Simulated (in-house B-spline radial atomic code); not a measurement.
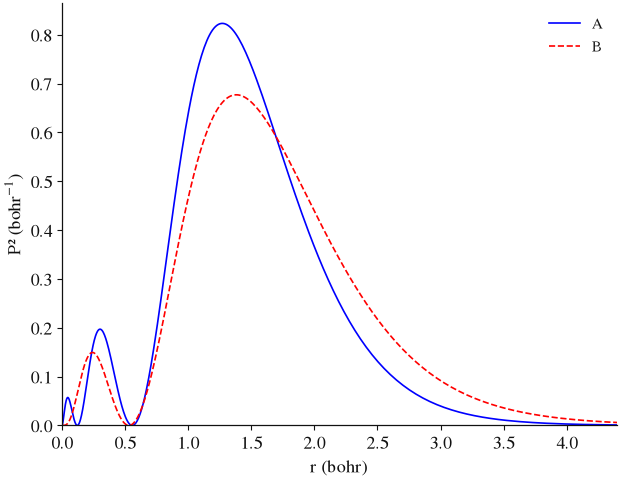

System: Cl⁺ (Z = 17, 16 electrons), configuration [Ne] 3s2 3p4 (high spin). Theory: non-relativistic revTPSS, spin-polarised, spherical fractional occupations, point nucleus, basis-set limit (computed with an in-house B-spline radial code).

The plot shows the radial probability densities P² of 3s up and 3p up.

Q: Which curve belongs to which orbital?

Answer: A is 3s up; B is 3p up. 3s up: outer maximum at 1.27 bohr, ⟨r⟩ = 1.49 bohr, 2 nodes, eigenvalue −33.4 eV; 3p up: outer maximum at 1.38 bohr, ⟨r⟩ = 1.69 bohr, 1 node, eigenvalue −20.5 eV.
